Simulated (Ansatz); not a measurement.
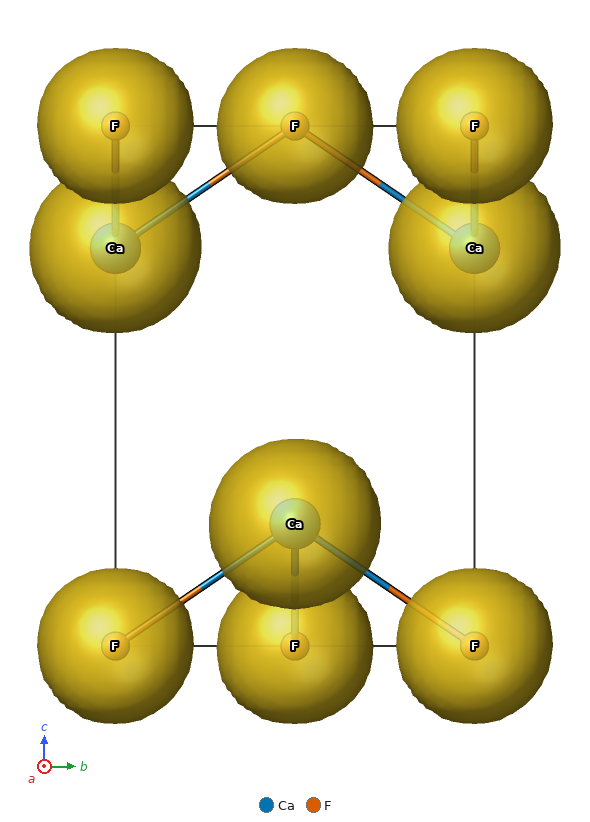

*CaF. Isosurface of the valence charge density (pseudo) at 0.6 e/Å³ (yellow), seen along the a axis. Sticks mark near contacts.*

Space group P4/nmm; a structure generated by program, which may or may not match a known phase; changed on purpose from its base cell (volume × 0.91, shape and atoms relaxed); computed pressure about 4 GPa in this cell.

All numbers below come from Ansatz, DFT PBE, scalar-relativistic, plane waves, PAW.

> Which contacts does the surface bridge?

At this value the density breaks into separate islands; it holds about 75 % of the electrons treated as valence (semicore included). It bridges none of the near contacts. It is pinched off along the shortest Ca–F (2.31 Å) contacts. On the grid the lowest density along these lines, outside the cores, is 0.26 e/Å³ (Ca–F, 2.31 Å).
